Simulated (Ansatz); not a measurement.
**Hypothetical simple cubic Ru, pressure series**

The reference is Ru in the simple cubic structure (space group Pm-3m, No. 221; a = 2.480 Å; a hypothetical phase, not in the database extracts checked).

Cell and atoms are relaxed at each pressure.

Computed with Ansatz (a first-principles code) PBEsol, without spin-orbit coupling.

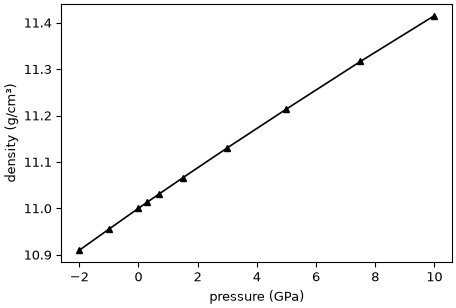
Figure. Density against pressure

Task: From the plot, what is the density for pressure 7.5 GPa?

Result: About 11.32 g/cm³.

Task: Is the trend monotonic over the range shown?

Result: Yes, it rises throughout, spanning 10.91 g/cm³ to 11.42 g/cm³.

Load acts through the strain it causes; cell and atoms are relaxed under it. Stability against distortions was not tested. Competing high-pressure phases were not computed. The final runs are not spin-polarised.
